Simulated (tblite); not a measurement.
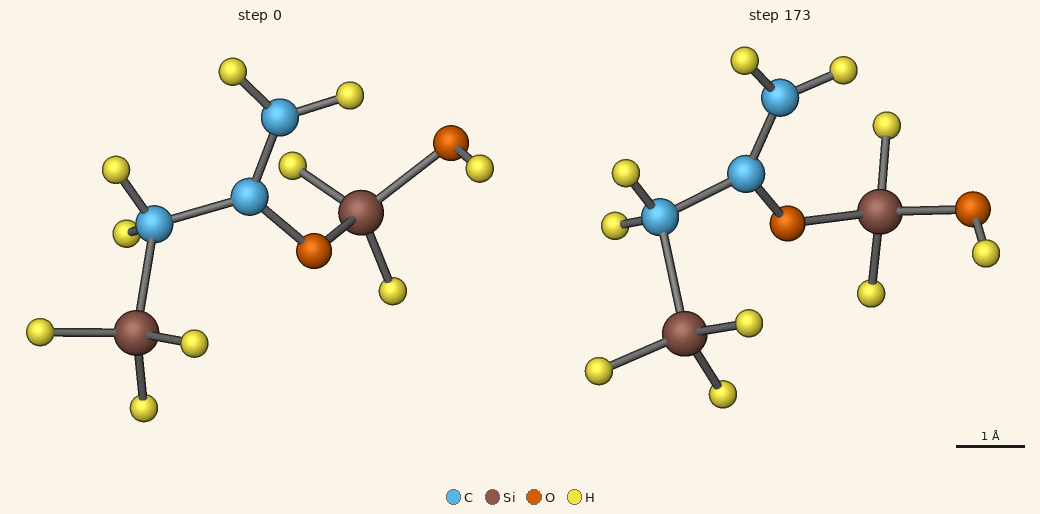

The structure of C₃H₁₀O₂Si₂ before (left) and after (right) a relaxation, at one scale.

Style: ball-and-stick. Shown from a free direction.

Method: GFN2-xTB geometry optimisation, gas phase in tblite 0.8.0. 

What changed between the two?

The energy falls by 18.2 kcal/mol in 173 geometry steps. An H atom moves most after the best rigid fit: 1.34 Å. By element the largest moves are H 1.34 Å, O 1.13 Å, C 0.54 Å, Si 0.42 Å. Among the contacts that change: O–Si 1.755 → 1.628 Å, O–Si 1.717 → 1.625 Å, C–Si 1.865 → 1.909 Å, C–O 1.395 → 1.358 Å. Bond angles that change, for instance: C–O–Si 118.6° → 134.6°, Si–O–H 106.5° → 122.4°, O–Si–H 109.2° → 97.8°. Groups turn about C–O by about 65°, O–Si by about 20°. Cost: 1.3 s on 1 thread of Arm Neoverse V1, with other jobs on the host.
